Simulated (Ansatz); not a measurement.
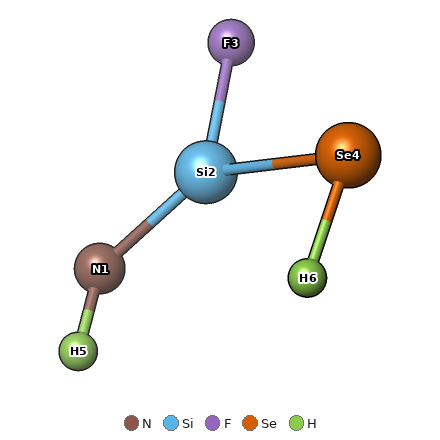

The system is FH₂NSeSi (SMILES N=[Si](F)[SeH]) with the probe Br-; the picture shows it without the atoms that are moved over the map. The probe is moved over a plane parallel to the molecule's main plane, 2.70 Å above it. Coordinates scanned: (1) x of the probe's Br atom; (2) y of the probe's Br atom. Nothing is relaxed (molecule and probe rigid). Grid: 9 × 9 points. Points are written as (first, second). Energies are in kJ/mol, from molecule and probe far apart, each relaxed in its own basis (no counterpoise correction). Energies and slopes of some neighbouring points disagree (a jump in structure or state, or too coarse a mesh). Theory: RKS B3LYP-D4/def2-SVPD in Ansatz 0.2.0.

Range: x of the probe's Br atom from −2.92 to 2.92 Å; y of the probe's Br atom from −2.92 to 2.92 Å.

**What will the energy surface look like?**

The lowest grid point is at (0.00 Å, 0.00 Å) [nearest 1 Si at 2.71 Å], −80 kJ/mol from molecule and probe far apart, each relaxed in its own basis (no counterpoise correction). The highest grid point, (2.19 Å, −0.73 Å) [nearest 1 Se at 2.71 Å], lies 132 kJ/mol above the lowest.

```tsv
y of the probe's Br atom ↓, x of the probe's Br atom →	−2.92	−2.19	−1.46	−0.73	0.00	0.73	1.46	2.19	2.92
2.92	10	5	1	−2	−7	−14	−20	−22	−21
2.19	8	1	−5	−8	−13	−24	−31	−32	−30
1.46	7	−4	−17	−26	−35	−40	−37	−32	−32
0.73	9	−3	−25	−54	−69	−53	−18	−6	−19
0.00	15	11	−12	−57	−80	−42	25	42	5
−0.73	17	24	13	−33	−62	−26	41	52	6
−1.46	10	17	13	−20	−47	−30	9	12	−19
−2.19	−2	−3	−9	−29	−47	−46	−32	−31	−42
−2.92	−11	−18	−26	−38	−49	−54	−53	−51	−51
```

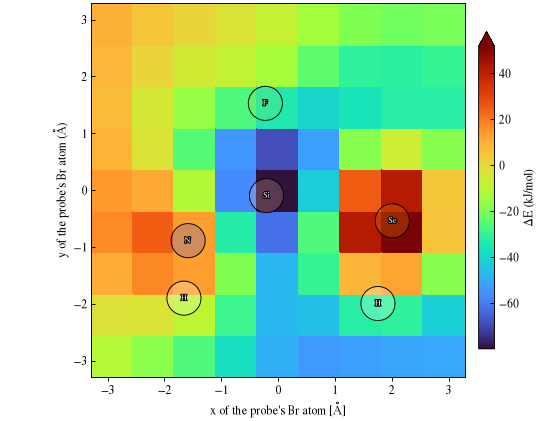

The picture shows one coloured cell a grid point, labelled circles for the molecule's atoms, projected on the plane, one colour for all values above the top of the scale.

Each point was launched as `ansatz run input.yaml --threads 1 --pin off --max-ram 2560MiB --backend cpu --events-out ev --progress --plain --runs-dir out`. The whole map (81 points run) took 24 min on 1 thread of Arm Neoverse V2, with other jobs on the host.
